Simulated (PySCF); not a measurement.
## Electronic structure of C6H13FOSi2 (SMILES CO/C([SiH3])=C(\F)[SiH2]C1CC1) in real space

```yaml
atoms:
  - { symbol: C, position_ang: [-3.2588, 1.8576, -0.5184] }
  - { symbol: O, position_ang: [-2.7589, 0.6518, -1.0551] }
  - { symbol: C, position_ang: [-1.6837, 0.0308, -0.4888] }
  - { symbol: Si, position_ang: [-1.3657, -1.5383, -1.5041] }
  - { symbol: C, position_ang: [-0.9546, 0.3988, 0.5652] }
  - { symbol: F, position_ang: [-1.2421, 1.5652, 1.2572] }
  - { symbol: Si, position_ang: [0.5228, -0.4719, 1.3472] }
  - { symbol: C, position_ang: [2.1130, 0.3026, 0.6967] }
  - { symbol: C, position_ang: [2.8204, -0.2891, -0.4920] }
  - { symbol: C, position_ang: [3.4203, -0.4196, 0.8671] }
  - { symbol: H, position_ang: [-4.1091, 2.1265, -1.1443] }
  - { symbol: H, position_ang: [-2.5112, 2.6535, -0.5574] }
  - { symbol: H, position_ang: [-3.5916, 1.7286, 0.5145] }
  - { symbol: H, position_ang: [0.0173, -1.5608, -1.9862] }
  - { symbol: H, position_ang: [-1.6145, -2.7244, -0.6801] }
  - { symbol: H, position_ang: [-2.2946, -1.4934, -2.6299] }
  - { symbol: H, position_ang: [0.4821, -1.9030, 1.0308] }
  - { symbol: H, position_ang: [0.4317, -0.2480, 2.7951] }
  - { symbol: H, position_ang: [2.1760, 1.3828, 0.7715] }
  - { symbol: H, position_ang: [3.2857, 0.3831, -1.1985] }
  - { symbol: H, position_ang: [2.4029, -1.1732, -0.9502] }
  - { symbol: H, position_ang: [4.3021, 0.1585, 1.1017] }
  - { symbol: H, position_ang: [3.4059, -1.3912, 1.3375] }
```

Geometry: GFN2-xTB.

Level of theory: PBE0/pcSseg-1, SCF density, gas phase, non-relativistic (PySCF).

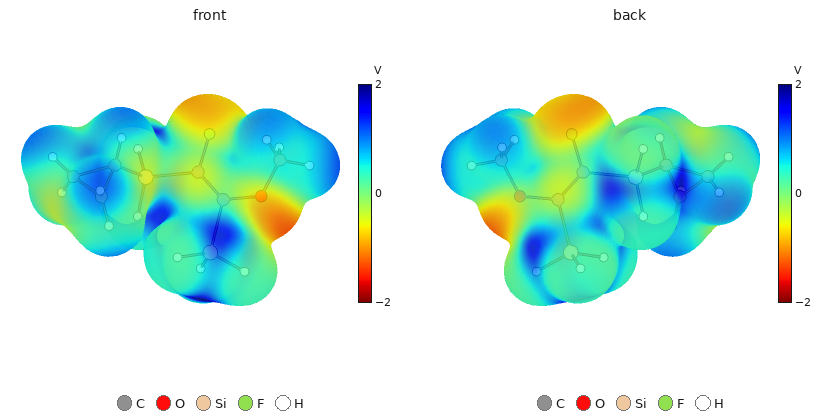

Figure 1. The electrostatic potential painted on the density surface at 0.004 e/bohr³, seen from the front and from behind; the colour scale runs from red (negative) to blue (positive).

> Where is the surface potential most negative and most positive?

The most negative region (about −1.2 V) lies over O2, the most positive (about +1.8 V) over Si4 and Si7. O2 is the likeliest acceptor of a hydrogen bond.

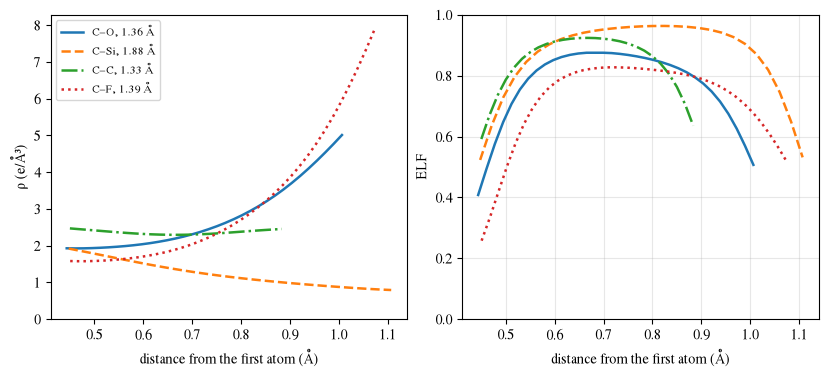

Figure 2. Electron density and ELF along straight lines between neighbouring atoms. The curves leave out the atomic cores.

> What kind of bonding do the profiles show?

C–O (1.36 Å): ρ at the midpoint is about 2.2 e/Å³, with its minimum of 1.9 e/Å³ about 0.5 Å from C; the ELF peaks at about 0.90 between the atoms, as expected for a polar covalent bond.
C–Si (1.88 Å): the density is about 0.93 e/Å³ at the midpoint; the ELF peaks at about 0.95 between the atoms; a shared electron pair.
C–C (1.33 Å): ρ at the midpoint is about 2.3 e/Å³; the ELF peaks at about 0.90 between the atoms (a short, multiple covalent bond).
C–F (1.39 Å): ρ at the midpoint is about 2 e/Å³, with its minimum of 1.6 e/Å³ about 0.5 Å from C; the ELF peaks at about 0.85 between the atoms: a polar covalent bond.
